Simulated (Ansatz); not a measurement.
**AlBH₄Se (SMILES B[Se][AlH2]): single points off equilibrium**

Aim: energy, forces and dipole at a structure displaced at random from a GFN2-xTB minimum, from CCSD(T) and from density functionals.

Computed with Ansatz 0.2.0, Gaussian basis. Level: single points in def2-TZVPP.

Correlated methods freeze the cores. Filled d shells of the heavier atoms are correlated.

## 1. Starting geometry

7 atoms, charge 0, spin multiplicity 1.

Atoms are counted from 1 here; the program's logs count them from 0.

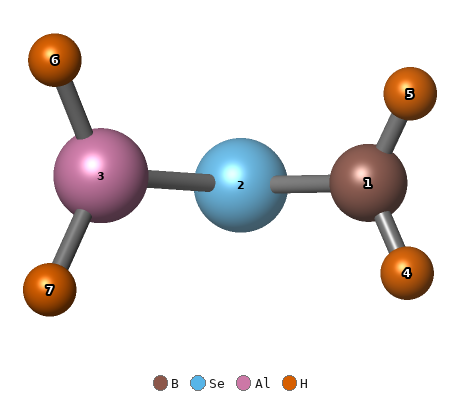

The starting geometry (boron brown, selenium blue, aluminium pink, hydrogen orange); atoms are numbered from 1 in the order of the file.

Coordinates:

```
B    -1.4423    0.0660   -0.5241
Se   -0.7487   -0.9199    0.9648
Al    1.3688   -0.1324    0.6001
H    -1.4923   -0.4416   -1.5862
H    -1.8606    1.1279   -0.3681
H     1.8803    1.1392    1.2135
H     2.3729   -0.8594   -0.3539
```

## 2. CCSD(T)/def2-TZVPP

File run/in.yaml:

```yaml
crystal:
  periodic: [false, false, false]
  atoms:
    - {symbol: B, position_ang: [-1.442300, 0.066000, -0.524100]}
    - {symbol: Se, position_ang: [-0.748700, -0.919900, 0.964800]}
    - {symbol: Al, position_ang: [1.368800, -0.132400, 0.600100]}
    - {symbol: H, position_ang: [-1.492300, -0.441600, -1.586200]}
    - {symbol: H, position_ang: [-1.860600, 1.127900, -0.368100]}
    - {symbol: H, position_ang: [1.880300, 1.139200, 1.213500]}
    - {symbol: H, position_ang: [2.372900, -0.859400, -0.353900]}
basis:
  gaussian: {orbitals: def2-TZVPP}
correlation: {method: ccsd_t}
output: {forces: true}
```

The command line of these runs was not kept.

## 3. PBE0-D4/def2-TZVPP

Changes to run/in.yaml since step 2:

```diff
@@ -12,3 +12,3 @@
   gaussian: {orbitals: def2-TZVPP}
-correlation: {method: ccsd_t}
-output: {forces: true}
+hamiltonian: {xc: pbe0, dispersion: d4}
+output: {forces: true, orbitals: {seedname: orbitals}}
```

## 4. wB97M-V/def2-TZVPP

Changes to run/in.yaml since step 3:

```diff
@@ -12,3 +12,3 @@
   gaussian: {orbitals: def2-TZVPP}
-hamiltonian: {xc: pbe0, dispersion: d4}
-output: {forces: true, orbitals: {seedname: orbitals}}
+hamiltonian: {xc: {name: wB97M-V}}
+output: {forces: true}
```

## 5. r2SCAN-D4/def2-TZVPP

Changes to run/in.yaml since step 4:

```diff
@@ -12,3 +12,3 @@
   gaussian: {orbitals: def2-TZVPP}
-hamiltonian: {xc: {name: wB97M-V}}
+hamiltonian: {xc: r2scan, dispersion: d4}
 output: {forces: true}
```

## 6. PBE-D4/def2-TZVPP

Changes to run/in.yaml since step 5:

```diff
@@ -12,3 +12,3 @@
   gaussian: {orbitals: def2-TZVPP}
-hamiltonian: {xc: r2scan, dispersion: d4}
+hamiltonian: {xc: pbe, dispersion: d4}
 output: {forces: true}
```

## 7. revPBE-D4/def2-TZVPP

Changes to run/in.yaml since step 6:

```diff
@@ -12,3 +12,3 @@
   gaussian: {orbitals: def2-TZVPP}
-hamiltonian: {xc: pbe, dispersion: d4}
+hamiltonian: {xc: {name: revPBE}, dispersion: d4}
 output: {forces: true}
```

## 8. LC-wPBE/def2-TZVPP

Changes to run/in.yaml since step 7:

```diff
@@ -12,3 +12,3 @@
   gaussian: {orbitals: def2-TZVPP}
-hamiltonian: {xc: {name: revPBE}, dispersion: d4}
+hamiltonian: {xc: {name: LC-wPBE}}
 output: {forces: true}
```

(Steps that only read results are left out.)

**Question.** What will these runs give? Wanted: energy less free atoms, CCSD(T)/def2-TZVPP; RMS force component; RMS force error; HOMO and LUMO, PBE0-D4; T1 diagnostic.

As calculated:

```
                                  quantity                                                                                             value
energy less free atoms, CCSD(T)/def2-TZVPP                                                                                    -1901.2 kJ/mol
                       RMS force component                                                              0.454 to 0.575 eV/Å over the methods
                           RMS force error  PBE0-D4 0.057, wB97M-V 0.059, r2SCAN-D4 0.046, PBE-D4 0.094, revPBE-D4 0.108, LC-wPBE 0.122 eV/Å
                    HOMO and LUMO, PBE0-D4                                                                                -6.74 and -2.88 eV
                             T1 diagnostic                                                                                             0.011
```

Against CCSD(T) the functionals' energies less atoms differ by -62.0 to +1.2 kJ/mol, PBE-D4 by -34.3 kJ/mol. A larger basis would deepen the CCSD(T) value, while the functionals are nearly converged already, so the order here is not reliable. For forces r2SCAN-D4 does best and LC-wPBE worst. Frozen-core CCSD(T) forces in triple zeta carry basis errors of their own, and this is one geometry, so small gaps rank nothing.
